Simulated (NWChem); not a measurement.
**Si2H6O (disilanol) at 5 levels**

We compute a comparison of 5 runs (HF/def2-SVPD, PBE/def2-SVPD, SVWN5/def2-SVPD, MP2/def2-SVPD, CCSD(T)/def2-SVPD) of Si2H6O (disilanol). 

Program for the calculation: NWChem 7.3.0.

### Step 1. The molecule

Si2H6O has 9 atoms, charge 0, and is taken as a singlet. As SMILES, `O[SiH2][SiH3]`. Geometry: relaxed at PBE0-D4/def2-TZVP. This is one conformer, not always the lowest.

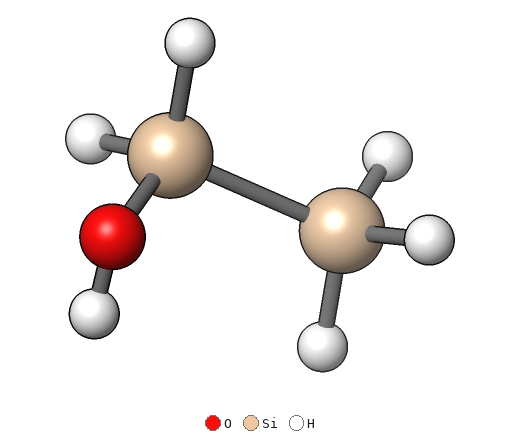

Viewed from a chosen angle; oxygen red, silicon light orange, hydrogen white.

### Step 2. Energy and forces at HF/def2-SVPD (run 1)

run.py

```python
from ase import Atoms
from ase.calculators.nwchem import NWChem

atoms = Atoms(['O', 'Si', 'Si', 'H', 'H', 'H', 'H', 'H', 'H'], positions=[
    [-1.609000, 1.039900, -0.762000],
    [0.004800, 0.933100, -0.415900],
    [0.544200, -1.038400, 0.738600],
    [-1.996600, 0.341400, -1.290800],
    [0.830600, 0.994500, -1.657800],
    [0.311400, 2.125200, 0.413000],
    [2.012900, -1.104800, 0.974500],
    [0.146200, -2.228200, -0.066200],
    [-0.156000, -1.109100, 2.049500],
])

calc = NWChem(
    label='h6osi2',
    theory='scf',
    memory='2200 mb',
    basis='def2-SVPD',
    basispar='spherical bse',
    scf={'nopen': '0', 'rhf': None, 'thresh': '1e-08', 'maxiter': '80'},
)
atoms.calc = calc

forces = atoms.get_forces()
print(f"energy = {atoms.get_potential_energy():.6f} eV")
print("forces (eV/A):")
for s, f in zip(atoms.symbols, forces):
    print(f"{s:2s} {f[0]:10.5f} {f[1]:10.5f} {f[2]:10.5f}")
print("dipole (e A):", atoms.get_dipole_moment().round(4))
```

Launch:

```bash
export ASE_NWCHEM_COMMAND="nwchem PREFIX.nwi > PREFIX.nwo"
python run.py
```

The log of the run:

```text
energy = -17851.156172 eV
forces (eV/A):
O    -0.74629   -0.79535   -0.69374
Si    0.57351    0.42475    0.05219
Si    0.06957   -0.33584    0.18774
H     0.21320    0.71235    0.48116
H    -0.10228   -0.00108    0.06217
H     0.01075   -0.07307   -0.04870
H    -0.06423    0.01352   -0.01301
H     0.01445    0.04258    0.02808
H     0.03137    0.01219   -0.05595
dipole (e A): [ 0.0255 -0.2259 -0.1436]
```

The calculator wrote h6osi2.nwi:

```
title "h6osi2"

permanent_dir h6osi2

scratch_dir h6osi2

start h6osi2

geometry units angstrom nocenter noautosym noautoz
  O  -1.6090000000000000e+00 1.0399000000000000e+00 -7.6200000000000001e-01
  Si 4.7999999999999996e-03 9.3310000000000004e-01 -4.1589999999999999e-01
  Si 5.4420000000000002e-01 -1.0384000000000000e+00 7.3860000000000003e-01
  H  -1.9965999999999999e+00 3.4139999999999998e-01 -1.2907999999999999e+00
  H  8.3060000000000000e-01 9.9450000000000005e-01 -1.6577999999999999e+00
  H  3.1140000000000001e-01 2.1252000000000000e+00 4.1299999999999998e-01
  H  2.0129000000000001e+00 -1.1048000000000000e+00 9.7450000000000003e-01
  H  1.4620000000000000e-01 -2.2282000000000002e+00 -6.6199999999999995e-02
  H  -1.5600000000000000e-01 -1.1091000000000000e+00 2.0495000000000001e+00
end

memory 2200 mb

basis spherical bse noprint
   * library def2-SVPD
end

scf
  nopen 0
  rhf
  thresh 1e-08
  maxiter 80
end

task scf gradient
```

h6osi2.nwo:

```text
Northwest Computational Chemistry Package (NWChem) 7.3.0
             --------------------------------------------------------

           Job information
           ---------------

    nwchem branch   = 7.3.0
    use scalapack   = T
    input           = h6osi2.nwi
    prefix          = h6osi2.
    data base       = h6osi2/h6osi2.db
    status          = startup
    nproc           =        1

           Memory information
           ------------------

[... 5 lines left out ...]
    hardfail = no
[... 134 lines left out ...]
         Quadratically convergent ROHF
[... 14 lines left out ...]
       Final RHF  results
[... 4 lines left out ...]
      Two-electron energy =    404.419671536197
[... 40 lines left out ...]
                       ROHF Final Molecular Orbital Analysis
[... 400 lines left out ...]
                 ----------------------------------------
                 |  Time  |  1-e(secs)   |  2-e(secs)   |
                 ----------------------------------------
                 |  CPU   |       0.01   |       3.49   |
                 ----------------------------------------
                 |  WALL  |       0.01   |       3.49   |
                 ----------------------------------------

 Task  times  cpu:       20.6s     wall:       20.6s
 Total times  cpu:       20.6s     wall:       20.6s
```

It took 22 s on 1 thread of Intel Xeon 6975P-C (Granite Rapids), shared host; peak memory 0.1 GiB.

### Step 3. Energy and gradient at PBE/def2-SVPD (run 2)

Changes to run.py since step 2:

```diff
@@ -17,3 +17,3 @@
     label='h6osi2',
-    theory='scf',
+    theory='dft',
     memory='2200 mb',
@@ -21,3 +21,3 @@
     basispar='spherical bse',
-    scf={'nopen': '0', 'rhf': None, 'thresh': '1e-08', 'maxiter': '80'},
+    dft={'xc': 'xpbe96 cpbe96', 'mult': '1', 'grid': 'fine', 'convergence': 'energy 1e-08', 'iterations': '100', 'mulliken': None, 'print': 'low'},
 )
@@ -26,3 +26,3 @@
 forces = atoms.get_forces()
-print(f"energy = {atoms.get_potential_energy():.6f} eV")
+print("Total energy (eV):", round(atoms.get_potential_energy(), 6))
 print("forces (eV/A):")
@@ -30,2 +30 @@
     print(f"{s:2s} {f[0]:10.5f} {f[1]:10.5f} {f[2]:10.5f}")
-print("dipole (e A):", atoms.get_dipole_moment().round(4))
```

Launch:

```bash
export ASE_NWCHEM_COMMAND="nwchem PREFIX.nwi > PREFIX.nwo"
python run.py
```

The log of the run:

```text
Total energy (eV): -17883.672431
forces (eV/A):
O    -1.07945    0.51016    0.02494
Si    1.12403   -0.20250    0.31038
Si   -0.03178    0.11565   -0.05620
H    -0.31758   -0.42778   -0.33980
H     0.17550    0.02278   -0.26174
H     0.04669    0.25490    0.16882
H     0.29192   -0.02268    0.04942
H    -0.07348   -0.23376   -0.15478
H    -0.13581   -0.01682    0.25901
```

The calculator wrote h6osi2.nwi:

```
title "h6osi2"

permanent_dir h6osi2

scratch_dir h6osi2

start h6osi2

geometry units angstrom nocenter noautosym noautoz
  O  -1.6090000000000000e+00 1.0399000000000000e+00 -7.6200000000000001e-01
  Si 4.7999999999999996e-03 9.3310000000000004e-01 -4.1589999999999999e-01
  Si 5.4420000000000002e-01 -1.0384000000000000e+00 7.3860000000000003e-01
  H  -1.9965999999999999e+00 3.4139999999999998e-01 -1.2907999999999999e+00
  H  8.3060000000000000e-01 9.9450000000000005e-01 -1.6577999999999999e+00
  H  3.1140000000000001e-01 2.1252000000000000e+00 4.1299999999999998e-01
  H  2.0129000000000001e+00 -1.1048000000000000e+00 9.7450000000000003e-01
  H  1.4620000000000000e-01 -2.2282000000000002e+00 -6.6199999999999995e-02
  H  -1.5600000000000000e-01 -1.1091000000000000e+00 2.0495000000000001e+00
end

memory 2200 mb

basis spherical bse noprint
   * library def2-SVPD
end

dft
  xc xpbe96 cpbe96
  mult 1
  grid fine
  convergence energy 1e-08
  iterations 100
  mulliken
  print low
end

task dft gradient
```

h6osi2.nwo:

```text
Northwest Computational Chemistry Package (NWChem) 7.3.0
             --------------------------------------------------------

           Job information
           ---------------

    nwchem branch   = 7.3.0
    use scalapack   = T
    input           = h6osi2.nwi
    prefix          = h6osi2.
    data base       = h6osi2/h6osi2.db
    status          = startup
    nproc           =        1

           Memory information
           ------------------

[... 5 lines left out ...]
    hardfail = no
[... 38 lines left out ...]
            Nuclear Dipole moment (a.u.)
[... 92 lines left out ...]
         Total DFT energy =     -657.212845190483
[... 1 line left out ...]
           Coulomb energy =      455.695194756200
[... 1 line left out ...]
 Nuclear repulsion energy =      152.934884451506
[... 29 lines left out ...]
                         DFT ENERGY GRADIENTS

    atom               coordinates                        gradient
                 x          y          z           x          y          z
   1 O      -3.040569   1.965126  -1.439971    0.020992  -0.009921  -0.000485
   2 Si      0.009071   1.763303  -0.785937   -0.021859   0.003938  -0.006036
   3 Si      1.028389  -1.962291   1.395752    0.000618  -0.002249   0.001093
[... 5 lines of this table left out ...]
   9 H      -0.294797  -2.095895   3.872993    0.002641   0.000327  -0.005037

 Task  times  cpu:       26.7s     wall:       26.7s
 Total times  cpu:       26.7s     wall:       26.7s
```

Wall time 28 s (1 thread of Intel Xeon 6975P-C (Granite Rapids), shared host); peak memory 0.13 GiB.

Runs 3 to 4 aren't shown in full; the table further down has their settings and results.

### Step 4. The energy at CCSD(T)/def2-SVPD (run 5)

mol.xyz

```xyz
9
H6OSi2 energy
O     -1.609000     1.039900    -0.762000
Si     0.004800     0.933100    -0.415900
Si     0.544200    -1.038400     0.738600
H     -1.996600     0.341400    -1.290800
H      0.830600     0.994500    -1.657800
H      0.311400     2.125200     0.413000
H      2.012900    -1.104800     0.974500
H      0.146200    -2.228200    -0.066200
H     -0.156000    -1.109100     2.049500
```

mol.nw

```
start mol
title "H6OSi2 energy"
memory 2200 mb

geometry noautosym nocenter noautoz
   load mol.xyz
end

basis spherical bse
   * library def2-SVPD
end

scf
   singlet
   rhf
   thresh 1e-08
   maxiter 80
   print low
end

ccsd
   freeze core 11
   maxiter 60
end

task ccsd(t)
```

Launch:

```bash
nwchem mol.nw > mol.out
```

The log of the run:

```text
[...]
  functions       =   119
[...]
  wavefunction    = RHF
[...]
         Total SCF energy =   -656.017894725984
      One-electron energy =  -1213.372450714047
      Two-electron energy =    404.419671536556
 Nuclear repulsion energy =    152.934884451507
        Time for solution =     18.4s
[...]
 Total MP2 energy:           -656.430744590555378
[...]
             energy      energy      error      ampl     ampl      Block
                                                time     time      time
[...]
 Total CCSD energy:           -656.479411634470921
[...]
 Total CCSD+T(CCSD) energy:           -656.492377378226820
[...]
 Total CCSD(T) energy:                -656.491640157317875
[...]
```

Wall time 3.6 min (1 thread of Intel Xeon 6975P-C (Granite Rapids), shared host); peak memory 0.4 GiB.

### Step 5. The series

| run | level | iteration cap | module | energy (Eh) | largest force (eV/Å) | wall time |
| --- | --- | --- | --- | --- | --- | --- |
| 1 | HF/def2-SVPD | 80 | scf | -656.017895 | 1.293 | 22 s |
| 2 | PBE/def2-SVPD | 100 | dft | -657.212845 | 1.194 | 28 s |
| 3 | SVWN5/def2-SVPD | 100 | dft | -654.700524 | 0.807 | 22 s |
| 4 | MP2/def2-SVPD | 80 | mp2 | -656.430745 | 1.348 | 44 s |
| 5 | CCSD(T)/def2-SVPD | 80 | ccsd(t) | -656.491640 | – | 3.6 min |

### Step 6. What came out

| quantity | value |
| --- | --- |
| run 5: total energy | -656.49164 Eh |
| run 5: correlation energy (11 core orbitals frozen) | -473.7 mEh |
| run 5: (T) correction | -12.23 mEh |

In words: Below the HF energy at the same shape and in the same basis (def2-SVPD): MP2 -412.8 mEh; CCSD(T) -473.7 mEh. Totals of different functionals can't be ranked against each other. All runs together took 5.5 min, the longest 3.6 min.
